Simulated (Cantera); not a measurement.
Charge: 1 mol c-C₄F₈, 9.3 mol H₂, 0.025 mol F₂, equilibrated at 10.0 Torr.

These are equilibrium values from Cantera (NASA tables, ideal gas, pure condensed phases), not measurements of a reactor. Candidate condensed phases: C, C₆H₆, C₇H₈, C₈H₁₈; 95 gas species. The feed counts by its element totals alone. Kinetics and transport are ignored.

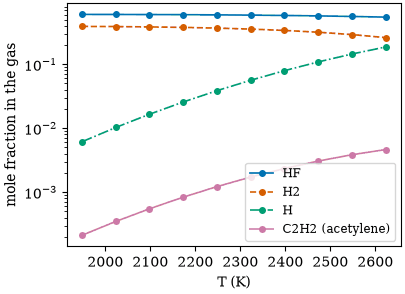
Fig. 1. Equilibrium gas composition (values under 1e-9 drawn at 1e-9)

**Question.** Read off the mole fractions at 2023 K.

**Answer.** HF about 0.60, H₂ about 0.39, H about 0.010, C₂H₂ (acetylene) about 0.00035.
